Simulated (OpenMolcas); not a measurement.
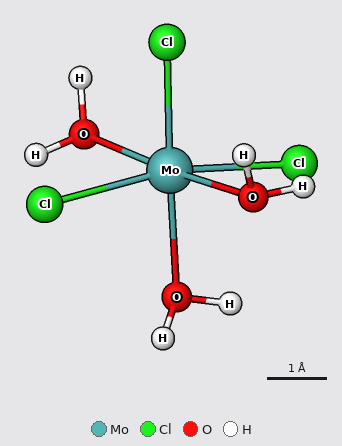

**Figure 1.** The structure as given in the input (ball-and-stick view, seen at a tilt). Sticks mark near contacts. Bond lengths as drawn: Cl–Mo 2.36 to 2.43 Å, H–O 0.96 to 0.98 Å and Mo–O 2.33 to 2.36 Å.

# Run report: MoH6Cl3O3, single-point calculation (part 1 of 4)

The run: single-point calculation of MoH6Cl3O3 (mer-MoCl3(H2O)3), multiplicity 2. Method and program: NEVPT2/ANO-R1, sfX2C (OpenMolcas 26.06).

The geometry is that of the parent species in another charge or spin state. The geometry comes from this level: GFN2-xTB.

Log
```
--- Start Module: gateway ---

                                              &GATEWAY

                       available to each process: 1.9 GB of memory, 1 thread

++    Symmetry information:
      ---------------------

                    Character Table for C1

                             E
                    a        1  x, y, xy, Rz, z, xz, Ry, yz, Rx, I
--

++    Basis set information:
      ----------------------

      Basis set label: MO.ANO-R...6S4P3D1F.

      Electronic valence basis set:
      ------------------
      Associated Effective Charge  42.000000 au
      Associated Actual Charge     42.000000 au
      Nuclear Model: Finite nucleus - Gaussian distribution
        Gaussian exponent, Xi/bohr**(-2):  2.14585E+08

      Shell  nPrim  nBasis  Cartesian Spherical Contaminant
         s      23       6        X
         p      16       4        X
         d      12       3                 X
         f       6       1                 X

      Basis set label: CL.ANO-R...4S3P1D.

      Electronic valence basis set:
      ------------------
      Associated Effective Charge  17.000000 au
      Associated Actual Charge     17.000000 au
      Nuclear Model: Finite nucleus - Gaussian distribution
        Gaussian exponent, Xi/bohr**(-2):  3.84638E+08

      Shell  nPrim  nBasis  Cartesian Spherical Contaminant
         s      17       4        X
         p      11       3        X
         d       7       1                 X

      Basis set label: O.ANO-R...3S2P1D.

      Electronic valence basis set:
      ------------------
      Associated Effective Charge   8.000000 au
      Associated Actual Charge      8.000000 au
      Nuclear Model: Finite nucleus - Gaussian distribution
        Gaussian exponent, Xi/bohr**(-2):  5.86314E+08

      Shell  nPrim  nBasis  Cartesian Spherical Contaminant
         s      13       3        X
         p       8       2        X
         d       4       1                 X

      Basis set label: H.ANO-R...2S1P.

      Electronic valence basis set:
      ------------------
      Associated Effective Charge   1.000000 au
      Associated Actual Charge      1.000000 au
      Nuclear Model: Finite nucleus - Gaussian distribution
        Gaussian exponent, Xi/bohr**(-2):  2.12482E+09

      Shell  nPrim  nBasis  Cartesian Spherical Contaminant
         s       7       2        X
         p       4       1        X

      Basis set label: O.ANO-R...3S2P1D.

      Electronic valence basis set:
      ------------------
      Associated Effective Charge   8.000000 au
      Associated Actual Charge      8.000000 au
      Nuclear Model: Finite nucleus - Gaussian distribution
        Gaussian exponent, Xi/bohr**(-2):  5.86314E+08

      Shell  nPrim  nBasis  Cartesian Spherical Contaminant
         s      13       3        X
         p       8       2        X
         d       4       1                 X

      Basis set label: H.ANO-R...2S1P.

      Electronic valence basis set:
      ------------------
      Associated Effective Charge   1.000000 au
      Associated Actual Charge      1.000000 au
      Nuclear Model: Finite nucleus - Gaussian distribution
        Gaussian exponent, Xi/bohr**(-2):  2.12482E+09

      Shell  nPrim  nBasis  Cartesian Spherical Contaminant
         s       7       2        X
         p       4       1        X

      Basis set label: O.ANO-R...3S2P1D.

      Electronic valence basis set:
      ------------------
      Associated Effective Charge   8.000000 au
      Associated Actual Charge      8.000000 au
      Nuclear Model: Finite nucleus - Gaussian distribution
        Gaussian exponent, Xi/bohr**(-2):  5.86314E+08

      Shell  nPrim  nBasis  Cartesian Spherical Contaminant
         s      13       3        X
         p       8       2        X
         d       4       1                 X

      Basis set label: H.ANO-R...2S1P.

      Electronic valence basis set:
      ------------------
      Associated Effective Charge   1.000000 au
      Associated Actual Charge      1.000000 au
      Nuclear Model: Finite nucleus - Gaussian distribution
        Gaussian exponent, Xi/bohr**(-2):  2.12482E+09

      Shell  nPrim  nBasis  Cartesian Spherical Contaminant
         s       7       2        X
         p       4       1        X
--

++    Molecular structure info:
      -------------------------

                    ************************************************
                    **** Cartesian Coordinates / bohr, angstrom ****
                    ************************************************

     Center  Label                x              y              z                     x              y              z
        1      MO1              0.536285       0.116313       0.025795              0.283790       0.061550       0.013650
        2      CL2              0.165899       1.315249       4.400095              0.087790       0.696000       2.328430
        3      CL3              0.031143      -1.297694      -4.313999              0.016480      -0.686710      -2.282870
        4      CL4              4.985627      -0.061189       0.114215              2.638280      -0.032380       0.060440
        5      O5              -3.919708       0.303396      -0.259440             -2.074220       0.160550      -0.137290
        6      H6              -4.815268      -0.518238       1.099499             -2.548130      -0.274240       0.581830
        7      H7              -4.345255      -0.506428      -1.843862             -2.299410      -0.267990      -0.975730
        8      O8               0.714316       4.509302      -0.143695              0.378000       2.386220      -0.076040
        9      H9               2.464411       4.962704      -0.454725              1.304110       2.626150      -0.240630
       10      H10              0.357990       4.867613       1.633441              0.189440       2.575830       0.864380
       11      O11              0.711161      -4.310541       0.298652              0.376330      -2.281040       0.158040
       12      H12              2.387971      -4.670496       0.951439              1.263660      -2.471520       0.503480
       13      H13              0.725428      -4.709991      -1.507435              0.383880      -2.492420      -0.797700

                    ***************************************
                    *    InterNuclear Distances / bohr    *
                    ***************************************

               1 MO1           2 CL2           3 CL3           4 CL4           5 O5            6 H6
    1 MO1      0.000000
    2 CL2      4.550729        0.000000
    3 CL3      4.592210        9.098410        0.000000
    4 CL4      4.453758        6.594932        6.759063        0.000000
    5 O5       4.469031        6.279116        5.883209        8.920623        0.000000
    6 H6       5.494963        6.250411        7.307613        9.860893        1.823137        0.000000
    7 H7       5.264301        7.915556        5.087292        9.544509        1.829562        2.980676
    8 O8       4.399861        5.581108        7.181878        6.260990        6.259172        7.576147
    9 H9       5.237946        6.492793        7.746443        5.649755        7.905964        9.243921
   10 H10      5.019081        4.506724        8.572624        6.929370        6.535578        7.486995
   11 O11      4.438701        6.983456        5.551236        6.030097        6.560855        6.750135
   12 H12      5.215275        7.256720        6.682460        5.356721        8.123585        8.315637
   13 H13      5.067522        8.456684        4.472428        6.510791        6.947577        7.420661

               7 H7            8 O8            9 H9           10 H10          11 O11          12 H12
    7 H7       0.000000
    8 O8       7.324437        0.000000
    9 H9       8.843792        1.834433        0.000000
   10 H10      7.943077        1.847585        2.967573        0.000000
   11 O11      6.680493        8.830929        9.467552        9.281428        0.000000
   12 H12      8.395803        9.395165        9.735589        9.775555        1.835046        0.000000
   13 H13      6.595071        9.319618        9.883992       10.086160        1.849788        2.968446

              13 H13
   13 H13      0.000000

                    *******************************************
                    *    InterNuclear Distances / angstrom    *
                    *******************************************

               1 MO1           2 CL2           3 CL3           4 CL4           5 O5            6 H6
    1 MO1      0.000000
    2 CL2      2.408142        0.000000
    3 CL3      2.430093        4.814671        0.000000
    4 CL4      2.356827        3.489888        3.576742        0.000000
    5 O5       2.364909        3.322765        3.113260        4.720591        0.000000
    6 H6       2.907809        3.307575        3.867022        5.218160        0.964762        0.000000
    7 H7       2.785748        4.188732        2.692079        5.050737        0.968163        1.577306
    8 O8       2.328306        2.953395        3.800486        3.313173        3.312211        4.009124
    9 H9       2.771802        3.435838        4.099241        2.989721        4.183656        4.891672
   10 H10      2.655983        2.384856        4.536437        3.666865        3.458479        3.961947
   11 O11      2.348859        3.695486        2.937588        3.190990        3.471855        3.572018
   12 H12      2.759805        3.840091        3.536206        2.834655        4.298816        4.400446
   13 H13      2.681617        4.475084        2.366707        3.445362        3.676499        3.926845

               7 H7            8 O8            9 H9           10 H10          11 O11          12 H12
    7 H7       0.000000
    8 O8       3.875925        0.000000
    9 H9       4.679933        0.970740        0.000000
   10 H10      4.203295        0.977700        1.570372        0.000000
   11 O11      3.535165        4.673127        5.010013        4.911520        0.000000
   12 H12      4.442868        4.971707        5.151852        5.173001        0.971064        0.000000
   13 H13      3.489961        4.931730        5.230383        5.337366        0.978865        1.570834

              13 H13
   13 H13      0.000000

                    **************************************
                    *    Valence Bond Angles / degree    *
                    **************************************
                          Atom centers                 Phi
                      6 H6       5 O5       7 H7       109.38
                      5 O5       6 H6       7 H7        35.38
                      5 O5       7 H7       6 H6        35.24
                      9 H9       8 O8      10 H10      107.41
                      8 O8       9 H9      10 H10       36.45
                      8 O8      10 H10      9 H9        36.15
                     12 H12     11 O11     13 H13      107.33
                     11 O11     12 H12     13 H13       36.50
                     11 O11     13 H13     12 H12       36.16
--

            Nuclear Potential Energy           1172.86528056 au

--- Stop Module: gateway /rc=_RC_ALL_IS_WELL_ ---
--- Module gateway spent 5 seconds ---

--- Start Module: seward ---

                                              &SEWARD

                       available to each process: 1.9 GB of memory, 1 thread

               SEWARD will generate:
                  Multipole Moment integrals up to order  2
                  Kinetic Energy integrals
                  Nuclear Attraction integrals (finite nuclei - Gaussian type)
                  One-Electron Hamiltonian integrals
                  Velocity integrals
                  Relativistic X2C integrals
                  Orbital angular momentum around (  0.7421   0.0674   0.0301 )
                  Velocity quadrupole around (  0.7421   0.0674   0.0301 )
                  Atomic mean-field integrals
                  RI decomposed two-electron repulsion integrals stored Cholesky style
                   - acCD auxiliary basis
                   - CD Threshold:   1.00E-04

                   Integrals are discarded if absolute value <: 1.00E-14
                   Integral cutoff threshold is set to       <: 1.00E-16

            Nuclear Potential Energy           1172.86528056 au

      Basis set specifications :
      Symmetry species         a
      Basis functions          166

--- Stop Module: seward /rc=_RC_ALL_IS_WELL_ ---
--- Module seward spent 16 seconds ---

--- Start Module: rasscf ---

                                              &RASSCF

                       available to each process: 1.9 GB of memory, 1 thread

      Header of the ONEINT file:
      --------------------------

      OrdInt status: non-squared

      Cartesian coordinates in angstrom:
      -----------------------------------------------------
      No.  Label        X            Y            Z
      -----------------------------------------------------
       1   MO1        0.28379000   0.06155000   0.01365000
       2   CL2        0.08779000   0.69600000   2.32843000
       3   CL3        0.01648000  -0.68671000  -2.28287000
       4   CL4        2.63828000  -0.03238000   0.06044000
       5   O5        -2.07422000   0.16055000  -0.13729000
       6   H6        -2.54813000  -0.27424000   0.58183000
       7   H7        -2.29941000  -0.26799000  -0.97573000
       8   O8         0.37800000   2.38622000  -0.07604000
       9   H9         1.30411000   2.62615000  -0.24063000
      10   H10        0.18944000   2.57583000   0.86438000
      11   O11        0.37633000  -2.28104000   0.15804000
      12   H12        1.26366000  -2.47152000   0.50348000
      13   H13        0.38388000  -2.49242000  -0.79770000
      -----------------------------------------------------
      Nuclear repulsion energy = 1172.86528056

++    Wave function specifications:
      -----------------------------

      Number of closed shell electrons         116
      Number of electrons in active shells       7
      Max number of holes in RAS1 space          0
      Max nr of electrons in RAS3 space          0
      Number of inactive orbitals               58
      Number of active orbitals                  8
      Number of secondary orbitals             100
      Spin quantum number                      0.5
      State symmetry                             1
--

++    Orbital specifications:
      -----------------------

      Symmetry species                           1
                                                 a
      Frozen orbitals                            0
      Inactive orbitals                         58
      Active orbitals                            8
      RAS1 orbitals                              0
      RAS2 orbitals                              8
      RAS3 orbitals                              0
      Secondary orbitals                       100
      Deleted orbitals                           0
      Number of basis functions                166
--

++    CI expansion specifications:
      ----------------------------

      Number of CSFs                          2352
      Number of determinants                  3920
      Number of root(s) required                 1
      Root chosen for geometry opt.              1
      CI root used                               1

      highest root included in the CI            1
      max. size of the explicit Hamiltonian    200
--

++    Optimization specifications:
      ----------------------------

      RASSCF algorithm: LK RI/DF
      Maximum number of macro iterations       200
      Maximum number of SX iterations          100
      Threshold for RASSCF energy            1.000E-08
      Threshold for max MO rotation          1.000E-01
      Threshold for max BLB element          1.000E-04
      Level shift parameter                  5.000E-01
      Make Quasi-Newton update
--

      The MO-coefficients are taken from the file:
      step2.RasOrb
      Title: RASSCF average (pseudo-natural) orbitals

      Total molecular charge    0.00

      ************************************************************************************************************************
      *                                            Wave function control section                                             *
      ************************************************************************************************************************

                                         RASSCF iterations: Energy and convergence statistics
                                         ----------------------------------------------------
```
